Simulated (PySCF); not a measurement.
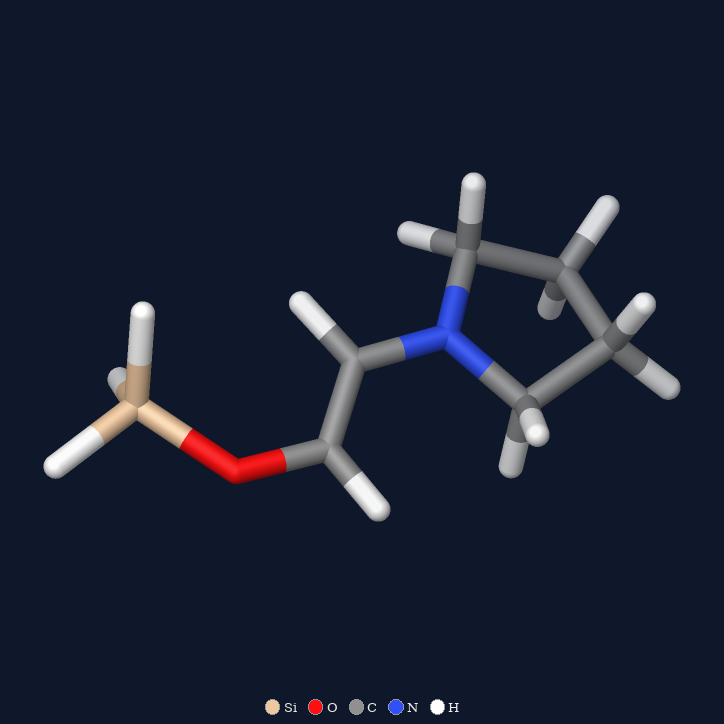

The geometry was computed by an optimisation with PBE0-D3(BJ)/def2-SVP. No frequency run is at hand to confirm it as a minimum.

Give the structural formula.

SMILES: [SiH3]O/C=C/N1CCCC1

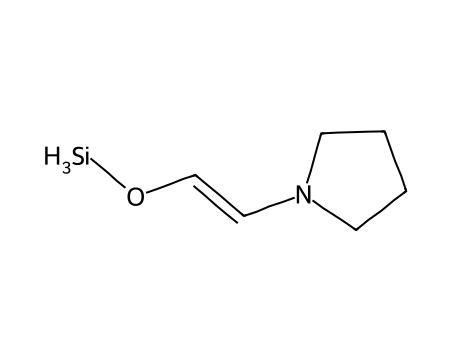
